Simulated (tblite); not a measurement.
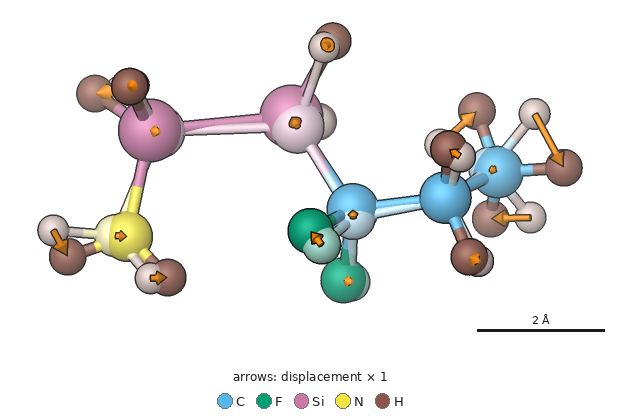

A relaxation of C3H11F2NSi2. The starting structure is drawn faded, the final one solid; orange arrows show the displacements, at their true length. The two geometries are superimposed by the best rigid fit.

A ball-and-stick model, seen from a free direction.

The calculation used GFN2-xTB geometry optimisation, gas phase (tblite). 

Atoms of which element are displaced furthest, and by how much?

Answer. Hydrogen: up to 0.97 Å, against 0.31 Å for fluorine.

What did the optimiser do to the structure, and how much energy did it gain?

Answer. After 114 geometry steps the energy has fallen by 89.4 kJ/mol. The largest move after the best rigid fit is that of an H atom, 0.97 Å. Largest moves by element: H 0.97 Å, F 0.31 Å, Si 0.27 Å, N 0.20 Å, C 0.16 Å. Near-neighbour distances that change, for instance: C–Si 1.843 → 1.950 Å, Si–Si 2.218 → 2.311 Å, N–Si 1.780 → 1.718 Å, C–H 1.134 → 1.087 Å. Among the angles between lasting bonds that change: Si–N–H 106.9° → 120.0°, Si–Si–H 107.9° → 119.2°, Si–Si–H 105.9° → 115.1°. Groups turn about C–C by about 50°.
